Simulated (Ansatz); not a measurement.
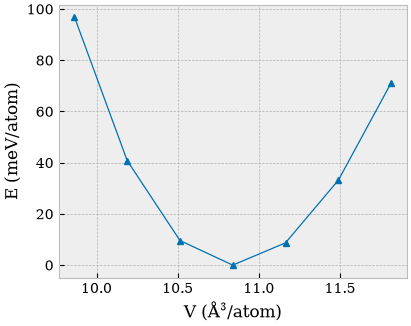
Figure: Cr (bcc (W type), Im-3m) under volume change, plane-wave PAW LDA (Ansatz code), scaled uniformly.

Problem. What does a third-order Birch–Murnaghan fit give for V₀, B₀ and B′?

Solution. V₀ = 10.84 Å³/atom, B₀ = 301 GPa, B′ = 4.2.

The cell was relaxed with LDA under the symmetry of its start. The workflow began spin-polarised and lost its moments. Textbook magnetic order: a spin-density-wave antiferromagnet.

Potentials: the later of the program's two PAW sets.
